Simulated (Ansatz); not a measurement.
# AlNH (sextet): correlated methods under varied settings

Aim: run AlNH (sextet) at one geometry under a spread of methods and options, and see what each costs and gives.

Program: Ansatz 0.2.0, Gaussian basis. Level of theory: the settings change from run to run. These are calculated values, not measurements.

23 further runs of the same task are left out: 5 for a known fault of the program, 8 that didn't finish, 10 set aside as unsound or not needed.

### Step 1. The system

The geometry is a PBE0/def2-TZVP stationary point (not a proven minimum) of the parent state, kept for this charge and spin.

3 atoms, charge 0, spin multiplicity 6.

Atoms are counted from 1 here; the program's logs count them from 0.

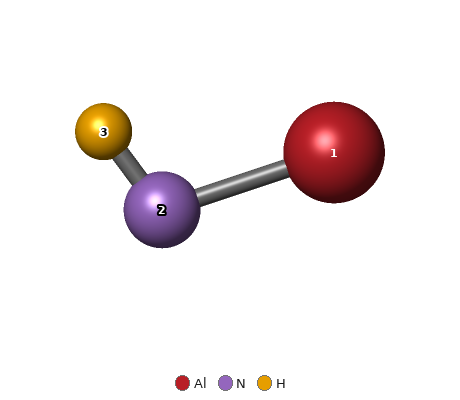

The geometry (aluminium red, nitrogen purple, hydrogen amber); atoms are numbered from 1 in the order of the file.

Geometry (Å):

```
atom    x (Å)     y (Å)     z (Å)
 Al1  0.00000  -0.03189   0.68995
  N2  0.00000   0.12087  -1.21290
  H3  0.00000  -0.82612  -1.61427
```

### Step 2. CASCI(5,6)/6-31G

The input, in.yaml:

```yaml
crystal:
  periodic: [false, false, false]
  atoms:
    - {symbol: Al, position_ang: [0.000000, -0.031887, 0.689947]}
    - {symbol: N, position_ang: [0.000000, 0.120874, -1.212902]}
    - {symbol: H, position_ang: [0.000000, -0.826124, -1.614269]}
basis:
  gaussian: {orbitals: 6-31G, point_charges: [{charge: -1.00, position_ang: [3.063, 0.570, 0.760]}]}
magnetization: {spin_polarized: false, initial_magnetization: 5}
hamiltonian: {pseudopotentials: {relativity: scalar}}
correlation: {active_space: {window: {electrons: 5, orbitals: 6}, fixed_orbitals: true, states: [{multiplicity: 6, weights: [1, 1, 1, 1]}]}}
output: {forces: true}
```

The run is started by

```bash
$ ansatz run in.yaml --threads 1 --pin off --events-out ev --progress --plain --max-ram 2393MiB
```

Standard output:

```text
Functional definition: HF
  name "HF"
  cite "Fock, Z. Phys. 61, 126 (1930) doi:10.1007/BF01340294"
  parent pbe
  exchange = exact_x
  correlation = 0
515 factors; integrals over basis functions are off by at most 9.6e-8 eV
mean field evaluation 1: about -8082.1737 eV, gradient 1.5e1 eV
mean field evaluation 2: about -8082.1789 eV, gradient 1.5e1 eV
mean field evaluation 4: about -8084.2815 eV, gradient 1.5e0 eV
mean field evaluation 8: about -8084.3590 eV, gradient 1.4e-1 eV
mean field evaluation 16: about -8084.3598 eV, gradient 3.1e-6 eV
mean field -8084.35984584 eV, -297.0947445589 hartree, gradient 3.1e-6 eV, S^2 8.750000; 1 other end points of the search recorded, 0 dependent functions left out
reference -8084.35984584 eV, -297.0947445589 hartree; 13, 8 occupied and 11, 16 virtual orbitals, 515 factors
state -8084.35984584 eV, -297.0947445589 hartree
state -8082.38226987 eV, -297.0220699822 hartree
state -8081.53520790 eV, -296.9909410291 hartree
state -8075.91716001 eV, -296.7844815772 hartree
the calculation of the forces begins
Total energy: -8081.04862091 eV, -296.9730592868 hartree
Relativity: scalar
Atom 0 at     0.000000    -0.031887     0.689947 Å, force     0.137855     0.604364     3.394595 eV/Å
Atom 1 at     0.000000     0.120874    -1.212902 Å, force    -0.105534    -0.407863    -1.674032 eV/Å
Atom 2 at     0.000000    -0.826124    -1.614269 Å, force     0.172594    -0.106218    -1.651600 eV/Å
Dipole moment:     0.212907    -0.122485    -0.446297 e Å
```

It took 1.7 s on 1 thread of Intel Xeon at 2.50GHz, shared host.

From the report: 6 determinants; active occupations (of the averaged states) 1.00, 1.00, 0.75, 0.75, 0.75, 0.75.

### Step 3. BCCD(T)/6-31G

The input, in.yaml:

```yaml
crystal:
  periodic: [false, false, false]
  atoms:
    - {symbol: Al, position_ang: [0.000000, -0.031887, 0.689947]}
    - {symbol: N, position_ang: [0.000000, 0.120874, -1.212902]}
    - {symbol: H, position_ang: [0.000000, -0.826124, -1.614269]}
basis:
  gaussian: {orbitals: 6-31G}
magnetization: {spin_polarized: true, initial_magnetization: 5}
hamiltonian: {xc: {name: r2SCAN}}
correlation: {method: bccd_t, electrons: valence, diis_vectors: 12}
scf: {omitted_lower_state_checks: [cluster_reference]}
```

The command is unchanged.

Standard output, shortened:

```text
Functional definition: r2SCAN
  name "r2SCAN"
  cite "Furness, Kaplan, Ning, Perdew & Sun, J. Phys. Chem. Lett. 11, 8208 (2020) doi:10.1021/acs.jpclett.0c02405"
  cite "Furness, Kaplan, Ning, Perdew & Sun, J. Phys. Chem. Lett. 11, 9248 (2020) doi:10.1021/acs.jpclett.0c03077"
  parent r2scan
[...]
302 factors; integrals over basis functions are off by at most 2.8e-4 eV
[...]
mean field -8091.53480812 eV, -297.3584195593 hartree, gradient 4.2e-6 eV, S^2 8.756134; 0 other end points of the search recorded, 0 dependent functions left out
6 core orbitals not correlated: weight in the atoms' cores, before any rotation towards them, 1.000 or more for the frozen orbitals, at most 0.000 for the correlated occupied ones
reference -8073.09755594 eV, -296.6808630388 hartree; 7, 2 occupied and 11, 16 virtual orbitals, 302 factors
second order -1.70977060 eV of doubles, -0.05825970 eV of singles
cycle   1  -2.01722056 eV  change   -2.5e-1 eV  update   3.7e-2
[...]
cycle  11  -2.14432225 eV  change    1.6e-6 eV  update   6.7e-6
perturbative correction -0.02307225 eV, -0.0008478894 hartree
Total energy: -8075.26495044 eV, -296.7605133173 hartree
Checks for a lower state left out: cluster_reference
```

It took 4 s on 1 thread of Intel Xeon at 2.50GHz, shared host.

From the report: ⟨S²⟩ of the determinant 8.756 (pure sextet: 8.75); correlation -2.1674 eV; largest double amplitude 0.04.

### Step 4. CCSD(T) on ROHF/cc-pVDZ

The input, in.yaml:

```yaml
crystal:
  periodic: [false, false, false]
  atoms:
    - {symbol: Al, position_ang: [0.000000, -0.031887, 0.689947]}
    - {symbol: N, position_ang: [0.000000, 0.120874, -1.212902]}
    - {symbol: H, position_ang: [0.000000, -0.826124, -1.614269]}
basis:
  gaussian: {orbitals: cc-pVDZ}
magnetization: {spin_polarized: false, initial_magnetization: 5}
correlation: {method: ccsd_t, electrons: outside_noble_gas}
accuracy: high
```

Same command.

Standard output, shortened:

```text
Functional definition: HF
  name "HF"
  cite "Fock, Z. Phys. 61, 126 (1930) doi:10.1007/BF01340294"
  parent pbe
[...]
763 factors; integrals over basis functions are off by at most 3.1e-9 eV
[...]
mean field -8074.21830107 eV, -296.7220496627 hartree, gradient 7.6e-8 eV, S^2 8.750000; 2 other end points of the search recorded, 0 dependent functions left out
determinant -8074.21830107 eV, -296.7220496627 hartree, with singles and doubles -8078.22224728 eV, -296.8691919718 hartree
determinant -8071.93764792 eV, -296.6382372052 hartree, with singles and doubles -8076.09354548 eV, -296.7909636235 hartree
determinant -8071.79776642 eV, -296.6330966548 hartree, with singles and doubles -8075.95207074 eV, -296.7857645228 hartree
6 core orbitals not correlated: weight in the atoms' cores, before any rotation towards them, 1.000 or more for the frozen orbitals, at most 0.000 for the correlated occupied ones
reference -8074.21830107 eV, -296.7220496627 hartree; 7, 2 occupied and 24, 29 virtual orbitals, 763 factors
second order -3.24697122 eV of doubles, -0.10608862 eV of singles
cycle   1  -4.00394250 eV  change    3.7e-6 eV  update   6.6e-4
[...]
cycle  20  -4.00410476 eV  change   6.0e-10 eV  update  5.9e-10
perturbative correction -0.06495932 eV, -0.0023872110 hartree
Total energy: -8078.28736515 eV, -296.8715850096 hartree
```

Run time: 7 s. Hardware: 1 thread of Intel Xeon at 2.50GHz, shared host.

From the report: correlation -4.0691 eV; T1 0.017; largest double amplitude 0.06.

### Step 5. CCSDT/6-31G*

Changes to in.yaml since step 4:

```diff
@@ -7,5 +7,5 @@
 basis:
-  gaussian: {orbitals: cc-pVDZ}
+  gaussian: {orbitals: "6-31G*"}
 magnetization: {spin_polarized: false, initial_magnetization: 5}
-correlation: {method: ccsd_t, electrons: outside_noble_gas}
-accuracy: high
+hamiltonian: {xc: {name: PBE0}}
+correlation: {method: ccsdt, electrons: outside_noble_gas}
```

The command is unchanged.

Standard output, shortened:

```text
Functional definition: PBE0
  name "PBE0"
  cite "Adamo & Barone, J. Chem. Phys. 110, 6158 (1999) doi:10.1063/1.478522"
  cite "Perdew, Burke & Ernzerhof, Phys. Rev. Lett. 77, 3865 (1996) doi:10.1103/PhysRevLett.77.3865"
  parent pbe
[...]
606 factors; integrals over basis functions are off by at most 2.3e-7 eV
[...]
mean field -8088.55349518 eV, -297.2488583294 hartree, gradient 3.7e-6 eV, S^2 8.750000; 0 other end points of the search recorded, 0 dependent functions left out
[...]
6 core orbitals not correlated: weight in the atoms' cores, before any rotation towards them, 1.000 or more for the frozen orbitals, at most 0.000 for the correlated occupied ones
reference -8073.49748227 eV, -296.6955600602 hartree; 7, 2 occupied and 23, 28 virtual orbitals, 606 factors
second order -3.17357086 eV of doubles, -0.17808592 eV of singles
cycle   1  -3.76768931 eV  change   -4.1e-1 eV  update   4.4e-2
[...]
cycle  16  -3.98223655 eV  change   -1.3e-7 eV  update   8.1e-7
Total energy: -8077.47971882 eV, -296.8419045542 hartree
```

It took 9 s on 1 thread of Intel Xeon at 2.50GHz, shared host.

From the report: correlation -3.9822 eV; T1 0.017; largest double amplitude 0.04. The orbitals are Kohn-Sham ones, so correlation energy and T1 don't compare with those on Hartree-Fock orbitals.

### Step 6. MRCISD+Q(5,9)/6-31G

The input, in.yaml:

```yaml
crystal:
  periodic: [false, false, false]
  atoms:
    - {symbol: Al, position_ang: [0.000000, -0.031887, 0.689947]}
    - {symbol: N, position_ang: [0.000000, 0.120874, -1.212902]}
    - {symbol: H, position_ang: [0.000000, -0.826124, -1.614269]}
basis:
  gaussian: {orbitals: 6-31G}
magnetization: {spin_polarized: false, initial_magnetization: 5}
correlation: {method: fic_mrcisd_q, electrons: outside_noble_gas, active_space: {window: {electrons: 5, orbitals: 9}, states: [{multiplicity: 6, weights: [0.5, 1]}]}}
```

The command is unchanged.

Standard output, shortened:

```text
Functional definition: HF
  name "HF"
  cite "Fock, Z. Phys. 61, 126 (1930) doi:10.1007/BF01340294"
  parent pbe
[...]
515 factors; integrals over basis functions are off by at most 9.6e-8 eV
[...]
mean field -8073.10314154 eV, -296.6810683056 hartree, gradient 1.9e-6 eV, S^2 8.750000; 0 other end points of the search recorded, 0 dependent functions left out
reference -8073.10314154 eV, -296.6810683056 hartree; 13, 8 occupied and 11, 16 virtual orbitals, 515 factors
state -8073.16970997 eV, -296.6835146504 hartree
state -8070.96215810 eV, -296.6023886155 hartree
contracted CI cycle   1: correlation 0.00000000 eV, 0.0000000000 hartree, residual 1.15e1 eV
contracted CI cycle   2: correlation -1.92415911 eV, -0.0707115430 hartree, residual 2.48e0 eV
contracted CI cycle   3: correlation -2.04576979 eV, -0.0751806529 hartree, residual 7.08e-1 eV
[...]
contracted CI cycle   4: correlation -2.19805921 eV, -0.0807771860 hartree, residual 1.99e-1 eV
contracted CI cycle   5: correlation -2.19944561 eV, -0.0808281352 hartree, residual 9.69e-2 eV
contracted CI cycle   6: correlation -2.19978129 eV, -0.0808404713 hartree, residual 4.66e-2 eV
contracted CI cycle   7: correlation -2.19984876 eV, -0.0808429508 hartree, residual 1.85e-2 eV
contracted CI cycle   8: correlation -2.19985918 eV, -0.0808433338 hartree, residual 7.74e-3 eV
contracted CI cycle   9: correlation -2.19986114 eV, -0.0808434058 hartree, residual 3.50e-3 eV
contracted CI cycle  10: correlation -2.19986149 eV, -0.0808434187 hartree, residual 1.36e-3 eV
state -8070.88160539 eV, -296.5994283580 hartree; corrected -8073.18301978 eV, -296.6840037769 hartree
state -8073.16970997 eV, -296.6835146504 hartree; corrected -8075.31346110 eV, -296.7622960512 hartree
state -8070.96215810 eV, -296.6023886155 hartree; corrected -8073.18854963 eV, -296.6842069951 hartree
[...]
Total energy: -8073.89685345 eV, -296.7102366805 hartree
```

It took 25 s on 1 thread of Intel Xeon at 2.50GHz, shared host; peak memory 0.33 GiB.

From the report: 66 determinants; active occupations (of the averaged states) 1.00, 1.00, 1.00, 1.00, 0.67, 0.33, 0.00, 0.00, 0.00.

### Step 7. All runs side by side

Where basis and cores are those of an earlier FCI/6-31G run (-8075.3123 eV), and the state is the same kind, the miss against it is given.

```
                                                                           level         correlated  functions  energy (eV)  from FCI (meV)   time
CASCI(5,6)/6-31G (mean of several states, beside a point charge, relativity set)                            24   -8081.0486                  1.7 s
                                              BCCD(T)/6-31G (on r2SCAN orbitals)            valence         24   -8075.2650            47.4    4 s
                                                         CCSD(T) on ROHF/cc-pVDZ  outside noble gas         37   -8078.2874                    7 s
                                                 CCSDT/6-31G* (on PBE0 orbitals)  outside noble gas         36   -8077.4797                    9 s
                                    MRCISD+Q(5,9)/6-31G (mean of several states)  outside noble gas         24   -8073.8969                   25 s
```

### Step 8. Outcome

| quantity | value |
| --- | --- |
| runs | 5 |
| quickest | CASCI(5,6)/6-31G (mean of several states, beside a point charge, relativity set), 1.7 s |
| slowest | MRCISD+Q(5,9)/6-31G (mean of several states), 25 s |

In words: Total energies in different bases, with other cores or another treatment of relativity can't be set against each other. MRCISD+Q(5,9)/6-31G (mean of several states) took 15 times as long as CASCI(5,6)/6-31G (mean of several states, beside a point charge, relativity set); the jobs differ in more than the method. Cores frozen from Kohn-Sham orbitals shift the total energy.
